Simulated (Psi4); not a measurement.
# UPBE/def2-SVPD run of CF3 (trifluoromethyl radical)

Aim: the vertical ionisation energy of CF3 (trifluoromethyl radical) at UPBE/def2-SVPD, from 2 runs. 

The results are computed with Psi4 1.11.

## 1. Starting point

CF3: 4 atoms, total charge 0, spin state doublet. SMILES: `F[C](F)F`. The coordinates come from a PBE0-D4/def2-TZVP relaxation.

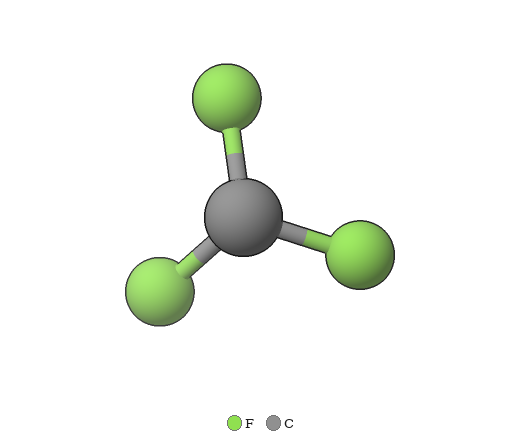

The structure, seen from a chosen angle (fluorine green, carbon grey).

## 2. Energy and forces at UPBE/def2-SVPD

cf3.py

```python
import psi4

psi4.set_memory('1600 MB')
psi4.set_num_threads(1)
psi4.set_output_file('psi4.out', False)

m = psi4.geometry("""
0 2
F
C 1 1.312738
F 2 1.31262 1 111.41281
F 2 1.312721 3 111.39411 1 125.06173
units angstrom
symmetry c1
no_reorient
no_com
""")

psi4.set_options({
    'basis': 'def2-SVPD',
    'reference': 'uks',
    'puream': True,
    'e_convergence': 1e-09,
    'd_convergence': 1e-08,
    'scf_type': 'pk',
    'dft_radial_points': 99,
    'dft_spherical_points': 590,
    'maxiter': 100,
})

e, wfn = psi4.gradient("pbe", return_wfn=True)
print('gradient / Eh bohr^-1')
print(e.np.round(6))
print(f'energy = {wfn.energy():.10f} Eh')
```

The run is started by

```sh
$ python cf3.py
```

psi4.out:

```text
[...]
  Running in c1 symmetry.
[...]
  Nuclear repulsion =  124.596028103580508
[...]
  Multiplicity = 2
[...]
  Nalpha       = 17
  Nbeta        = 16
[...]
    Number of basis functions: 89
[...]
   @UKS iter   1:  -336.96110258945788   -1.80797e-03   4.56351e-03 DIIS/ADIIS
[...]
   @UKS iter  11:  -337.01268971475980   -1.19371e-12   2.62741e-09 DIIS
[...]
   @S^2 Observed:                7.512726664E-01
[...]
    Orbital Energies [Eh]
    ---------------------
    Alpha Occupied:
       1A    -24.343689     2A    -24.343656     3A    -24.343594
       4A    -10.152714     5A     -1.241310     6A     -1.154541
       7A     -1.154481     8A     -0.652809     9A     -0.572077
      10A     -0.572052    11A     -0.531952    12A     -0.444537
      13A     -0.444523    14A     -0.413634    15A     -0.413603
      16A     -0.386108    17A     -0.227713
    Alpha Virtual:
      18A      0.012744    19A      0.063092    20A      0.063107
      21A      0.079140    22A      0.125320    23A      0.125361
      24A      0.139867    25A      0.146314    26A      0.146327
[...]
  @UKS Final Energy:  -337.01268971475980
   => Energetics <=
    Nuclear Repulsion Energy =            124.5960281035805082
    One-Electron Energy =                -714.8479881704067793
    Two-Electron Energy =                 289.6078561285368664
    DFT Exchange-Correlation Energy =     -36.3685857764703542
    Empirical Dispersion Energy =           0.0000000000000000
    VV10 Nonlocal Energy =                  0.0000000000000000
    Total Energy =                       -337.0126897147598015
[...]
 Multipole Moments:
 ------------------------------------------------------------------------------------
     Multipole            Electronic (a.u.)      Nuclear  (a.u.)        Total (a.u.)
 ------------------------------------------------------------------------------------
 L = 1.  Multiply by 2.5417464519 to convert [e a0] to [Debye]
 Dipole X            :         -0.0977228            0.1641494            0.0664266
 Dipole Y            :         -0.0510689            0.0852969            0.0342281
 Dipole Z            :         -0.0346052            0.0581914            0.0235863
 Magnitude           :                                                    0.0783605
[...]
  -Total Gradient:
     Atom            X                  Y                   Z
    ------   -----------------  -----------------  -----------------
       1       -0.001026158530    -0.000491011050     0.018724423699
       2       -0.011477284767    -0.006059329107    -0.004056273768
       3       -0.001039252994     0.017347080218    -0.007334421532
       4        0.013559657695    -0.010779033609    -0.007345871495
[...]
```

Standard output:

```text
gradient / Eh bohr^-1
[[-0.001026 -0.000491  0.018724]
 [-0.011477 -0.006059 -0.004056]
 [-0.001039  0.017347 -0.007334]
 [ 0.01356  -0.010779 -0.007346]]
energy = -337.0126897148 Eh
```

Run time: 15 s. Hardware: 1 thread of Intel Xeon 6975P-C (Granite Rapids), shared host; peak memory 0.89 GiB.

## 3. The singlet cation: the energy at PBE/def2-SVPD

job.json

```json
{
 "schema_name": "qcschema_input",
 "schema_version": 1,
 "molecule": {
  "schema_name": "qcschema_molecule",
  "schema_version": 2,
  "symbols": ["F", "C", "F", "F"],
  "geometry": [-2.31963882, 0.04705418, 0.50153331, -0.07464418, -0.1124387, -0.54178448, 1.24514054, -1.97457483, 0.42953475, 1.14914246, 2.03995935, -0.38909461],
  "molecular_charge": 1,
  "molecular_multiplicity": 1,
  "fix_symmetry": "c1",
  "fix_com": true,
  "fix_orientation": true
 },
 "driver": "energy",
 "model": {
  "method": "pbe",
  "basis": "def2-SVPD"
 },
 "keywords": {
  "puream": true,
  "e_convergence": 1e-09,
  "d_convergence": 1e-08,
  "scf_type": "pk",
  "dft_radial_points": 99,
  "dft_spherical_points": 590,
  "scf_properties": ["WIBERG_LOWDIN_INDICES", "DIPOLE", "QUADRUPOLE"]
 }
}
```

The run is started by

```sh
$ psi4 --qcschema job.json -n 1 --memory 1600MB
```

stdout:

```text
[...]
  Running in c1 symmetry.
[...]
  Nuclear repulsion =  124.596026562554357
[...]
  Multiplicity = 1
[...]
  Nalpha       = 16
  Nbeta        = 16
[...]
    Number of basis functions: 89
[...]
   @RKS iter   1:  -336.54323086361012    4.16064e-01   4.94034e-03 DIIS/ADIIS
[...]
   @RKS iter  11:  -336.61791516794727   -7.27596e-12   1.96953e-09 DIIS
[...]
    Orbital Energies [Eh]
    ---------------------
    Doubly Occupied:
       1A    -24.692725     2A    -24.692690     3A    -24.692627
       4A    -10.567749     5A     -1.576009     6A     -1.486841
       7A     -1.486777     8A     -0.975461     9A     -0.898043
      10A     -0.898018    11A     -0.857921    12A     -0.763801
      13A     -0.763787    14A     -0.732858    15A     -0.732829
      16A     -0.704493
[...]
  @RKS Final Energy:  -336.61791516794727
   => Energetics <=
    Nuclear Repulsion Energy =            124.5960265625543570
    One-Electron Energy =                -703.7698105798210690
    Two-Electron Energy =                 278.4564725181842846
    DFT Exchange-Correlation Energy =     -35.9006036688648535
    Empirical Dispersion Energy =           0.0000000000000000
    VV10 Nonlocal Energy =                  0.0000000000000000
    Total Energy =                       -336.6179151679472739
[...]
 Multipole Moments:
 ------------------------------------------------------------------------------------
     Multipole            Electronic (a.u.)      Nuclear  (a.u.)        Total (a.u.)
 ------------------------------------------------------------------------------------
 L = 1.  Multiply by 2.5417464519 to convert [e a0] to [Debye]
 Dipole X            :         -0.2860244            0.2239325           -0.0620919
 Dipole Y            :         -0.4310739            0.3373161           -0.0937578
 Dipole Z            :         -2.0780189            1.6270542           -0.4509647
 Magnitude           :                                                    0.4647743
 L = 2.  Multiply by 1.3450342976 to convert [e a0^2] to [Debye ang]
 Quadrupole XX       :        -86.2980188           74.2980790          -11.9999398
 Quadrupole XY       :          1.9645030           -1.9617543            0.0027487
[...]
```

The result, in JSON:

```text
{
 "driver": "energy",
 "model": {
  "method": "pbe",
  "basis": "def2-SVPD"
 },
 "success": true,
 "return_result": -336.6179151679473,
 "properties": {
  "calcinfo_nbasis": 89,
  "calcinfo_nmo": 89,
  "calcinfo_nalpha": 16,
  "calcinfo_nbeta": 16,
  "calcinfo_natom": 4,
  "nuclear_repulsion_energy": 124.59602656255436,
  "return_energy": -336.6179151679473,
  "scf_one_electron_energy": -703.7698105798211,
  "scf_two_electron_energy": 278.4564725181843,
  "scf_xc_energy": -35.90060366886485,
  "scf_dipole_moment": [-0.062091866256869466, -0.09375783972704621, -0.45096472560131184],
  "scf_total_energy": -336.6179151679473,
  "scf_iterations": 11
 }
}
```

Wall time 8.4 s (1 thread of Intel Xeon 6975P-C (Granite Rapids), shared host); peak memory 0.89 GiB.

## 4. Results

At UPBE/def2-SVPD:

| quantity | value |
| --- | --- |
| doublet CF3: total energy | -337.01269 Eh |
| doublet CF3: dipole moment | 0.20 D |
| doublet CF3: HOMO energy (highest over α and β) | -6.20 eV |
| doublet CF3: LUMO energy (lowest over α and β) | -3.76 eV |
| doublet CF3: ⟨S²⟩ | 0.751 |
| doublet CF3: largest force on an atom | 0.970 eV/Å |
| singlet cation: total energy | -336.61792 Eh |
| singlet cation: HOMO energy | -19.17 eV |
| singlet cation: LUMO energy | -15.17 eV |
| singlet cation: HOMO–LUMO gap | 4.00 eV |
| vertical ionisation energy (to the singlet cation) | 10.742 eV |

**Reading.** The vertical ionisation energy comes to 10.74 eV (1036 kJ/mol). The largest force (doublet CF3) is 0.97 eV/Å: the shape isn't a stationary point for this species at this level. Only the singlet of the ionised species was computed; a triplet could lie lower.
